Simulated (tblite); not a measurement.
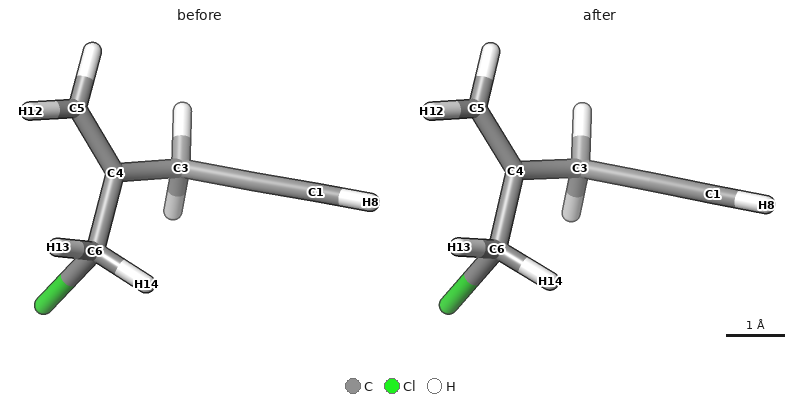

The structure of C$_{6}$H$_{7}$Cl before (left) and after (right) a relaxation, at one scale.

A stick model, seen at a tilt.

All numbers below come from GFN2-xTB geometry optimisation, gas phase (tblite). 

> Summarise the run.

The largest move after the best rigid fit is that of an H atom, 0.088 Å. By element the largest moves are H 0.088 Å, Cl 0.086 Å, C 0.065 Å. Some distances before and after: C–C 1.359 → 1.323 Å, C–C 1.480 → 1.452 Å, C–H 1.070 → 1.049 Å, C–Cl 1.783 → 1.801 Å. Among the angles between lasting bonds that change: H–C–H 107.0° → 110.6°, H–C–H 106.2° → 108.9°, C–C–C 117.5° → 115.0°. Over 47 geometry steps the energy falls by 2.09 kcal/mol.
